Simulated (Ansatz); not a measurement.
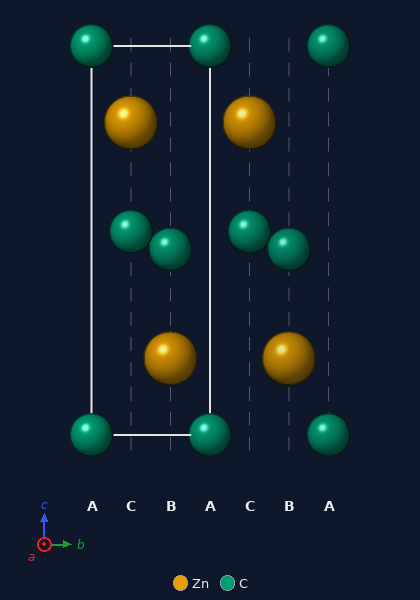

Projection along an edge of the hexagonal mesh, stacking direction c upwards. The dashed lines mark the three columns A (0, 0), B (1/3, 2/3) and C (2/3, 1/3). The sequence starts with the first layer at or above the cell's origin.

Zn₂C₃ (space group P-3m1, No. 164). Coordinates: the end point of a relaxation with Ansatz 0.2.0, DFT PBE, scalar-relativistic, plane waves, PAW; the starting structure was generated, so it need not be a known form of this composition.

**Read off the stacking sequence over one period.**

C(A) – Zn(B) – C(B) – C(C) – Zn(C) (five layers in 7.61 Å).

**How are the C layers alone stacked?**

C layers alone: ABC, the cubic type.

**Which positions between or in the C layers do the other atoms fill?**

Zn: two tetrahedral sites (per hexagonal cell). One of the three gaps between C layers is empty, 0.35 Å wide.

Heights of the layers:

| layer | atoms (column) | height (Å) | to next (Å) |
| --- | --- | --- | --- |
| 1 | C(A) | 0.00 | 1.50 |
| 2 | Zn(B) | 1.50 | 2.13 |
| 3 | C(B) | 3.63 | 0.35 |
| 4 | C(C) | 3.98 | 2.13 |
| 5 | Zn(C) | 6.11 | 1.50 |
